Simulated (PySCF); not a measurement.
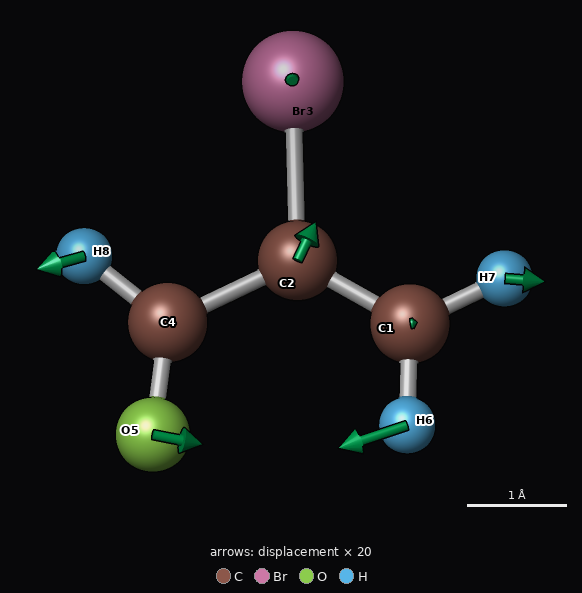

This is a relaxation of C$_{3}$H$_{3}$BrO. The starting structure is drawn; green arrows show the displacements, magnified 20 times. The two geometries are superimposed by the best rigid fit.

Style: ball-and-stick. Shown at a tilt.

The start comes from GFN2-xTB.

All numbers below come from PySCF 2.14.0, density-fitted response routines, PBE0-D3(BJ)/def2-SVP geometry optimisation, gas phase. 

Q: Which element moves most?

A: Hydrogen: up to 0.039 Å, against 0.028 Å for oxygen.

Q: What did the optimiser do to the structure, and how much energy did it gain?

A: The energy falls by 2.26 kJ/mol in 4 geometry steps. The largest force component goes from 0.51 to 0.016 eV/Å. The largest move after the best rigid fit is that of H6, 0.039 Å. Largest moves by element: H 0.039 Å, O 0.028 Å, C 0.024 Å, Br 0.006 Å. Some distances before and after: C2–C4 1.477 → 1.495 Å, C2–Br3 1.901 → 1.884 Å, C1–H6 1.078 → 1.094 Å, C4–H8 1.105 → 1.117 Å. The run took roughly 19 core-seconds on a shared host.
